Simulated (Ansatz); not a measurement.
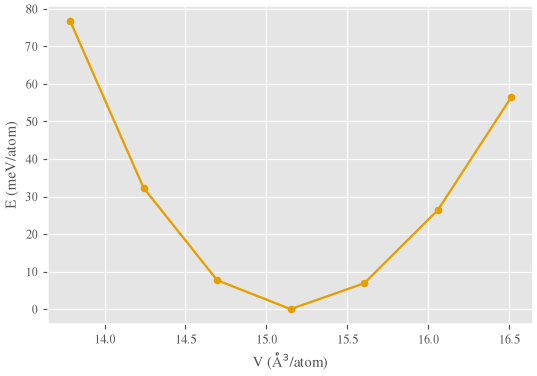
Figure. Al₂W in space group Fddd (No. 70; Al on 16f, W on 8b) under volume change, r²SCAN (plane waves, PAW; program Ansatz), shape and atoms relaxed at each volume.

Q: What does a third-order Birch–Murnaghan fit give for V₀, B₀ and B′?

A: V₀ = 15.15 Å³/atom, B₀ = 171 GPa, B′ = 4.1.

The start of the workflow was typed in or built on a structure type; neither database checked (COD, Materials Project) lists it. Its standing as an ambient phase is unchecked. Symmetry was held in the r²SCAN relaxation; its stability against distortions is not shown here. The run is not spin-polarised. Spin–orbit coupling is left out wherever it is not named.

Potentials: the later of the program's two PAW sets.
